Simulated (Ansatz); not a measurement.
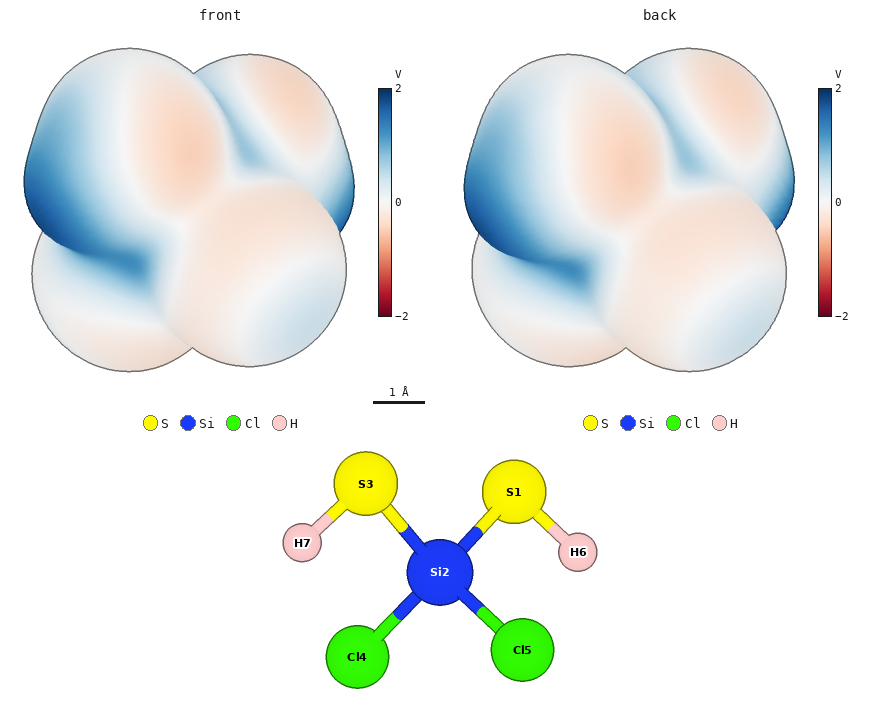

The picture shows: Cl₂H₂S₂Si. The molecular electrostatic potential painted on the density surface at 0.002 e/bohr³, seen from the front and from behind; the colour scale runs from red (negative) to blue (positive). The bare structure is drawn below in the same view.

Geometry: PBE0-D4/def2-TZVP.

Level of theory: RKS PBE0-D4/def2-TZVPP in Ansatz 0.2.0.

| atom | x (Å) | y (Å) | z (Å) |
| --- | --- | --- | --- |
| S | -1.5681 | 0.4386 | 1.2027 |
| Si | 0.0194 | 0.0251 | -0.1256 |
| S | 1.3874 | -1.1095 | 1.0132 |
| Cl | -0.5518 | -1.0366 | -1.7774 |
| Cl | 0.8006 | 1.7769 | -0.8347 |
| H | -1.9380 | 1.5504 | 0.5435 |
| H | 1.9119 | -1.7128 | -0.0677 |

Which sites attract a positive test charge, and which a negative one?

Answer. A positive charge is drawn to the negative regions and a negative charge to the positive ones. The most negative region (about −0.5 V, or −12 kcal/mol for a unit charge) lies over S1 and S3, the most positive (about +1.7 V, or +39 kcal/mol for a unit charge) over H6 and H7. Cl4 shows a σ-hole: about +0.4 V, or +9 kcal/mol for a unit charge at the tip opposite its bond, against about −0.1 V on its flanks. Cl5 shows a σ-hole: about +0.4 V, or +9 kcal/mol for a unit charge at the tip opposite its bond, against about −0.1 V on its flanks.
